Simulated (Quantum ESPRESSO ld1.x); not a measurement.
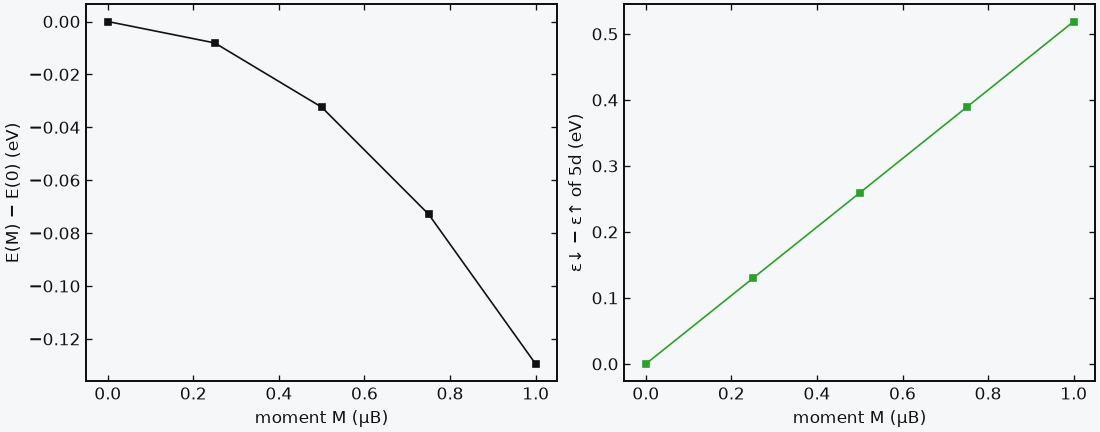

For Pt in [Xe] 4f14 5d9 6s1, the spin moment of the 5d shell is fixed at a series of values. Method: scalar-relativistic Kohn-Sham, LDA (Slater exchange, VWN5 correlation), spin-polarised, spherical densities, point nucleus; computed with Quantum ESPRESSO ld1.x 7.5. The plot shows the energy and the exchange splitting.

> Describe both curves.

The energy falls with the moment, to −0.129 eV at M = 1 μB, the largest moment run; with one electron or hole in the shell the exact energy would hardly depend on M, so most of the fall is the functional's fractional-spin error. A fit E = −I M²/4 gives an exchange integral I of about 0.52 eV, and the exchange splitting grows nearly in proportion to M, to 0.519 eV (0.52 eV per μB).
